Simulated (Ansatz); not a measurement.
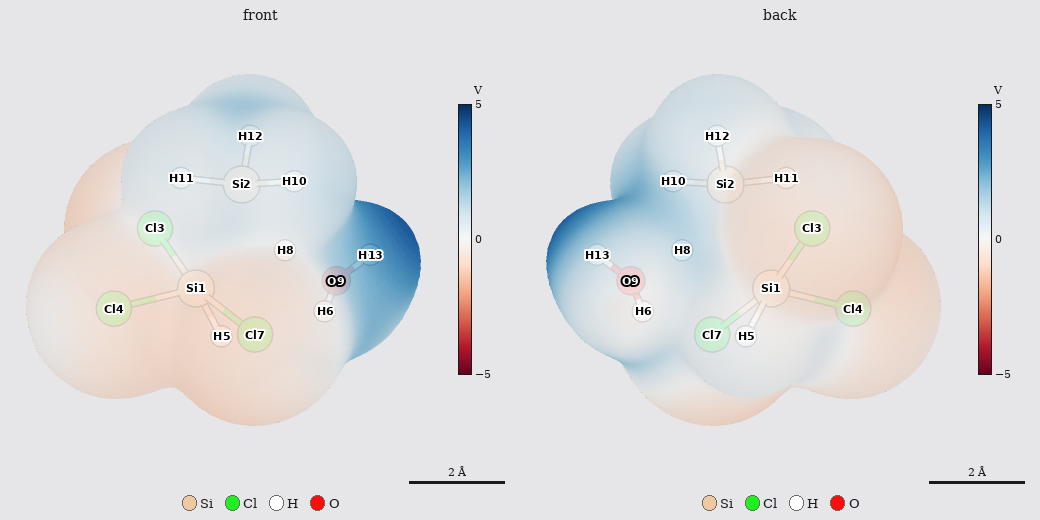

Figure 1: Cl₃HSi···H₃Si···H₂O···H. The molecular electrostatic potential painted on the density surface at 0.002 e/bohr³, seen from the front and from behind; the colour scale runs from red (negative) to blue (positive).

A transition-state structure; geometry: PBE0-D4/def2-TZVP.

Computed with RKS PBE0-D4/def2-TZVPP in Ansatz 0.2.0.

```xyz
13

Si   -1.3768   -0.1786   -0.0686
Si    0.7953    0.4289   -1.1795
Cl   -1.4501   -1.5208   -1.7449
Cl   -2.9058    1.0499   -0.6672
H    -1.6581   -1.1786    0.9720
H     0.5410   -0.0509    1.9932
Cl   -0.7967    1.3409    1.6237
H     0.5981   -0.4964    0.4052
O     1.0559   -0.7985    1.5517
H     1.8176    1.2570   -0.4762
H    -0.0659    1.3255   -1.9875
H     1.4522   -0.6153   -1.9974
H     1.9932   -0.5629    1.5754
```

### Describe the electrostatic potential map.

The most negative region (about −0.9 V, or −21 kcal/mol for a unit charge) lies over Cl3, Cl4 and Cl7, the most positive (about +4.1 V, or +95 kcal/mol for a unit charge) over H13.
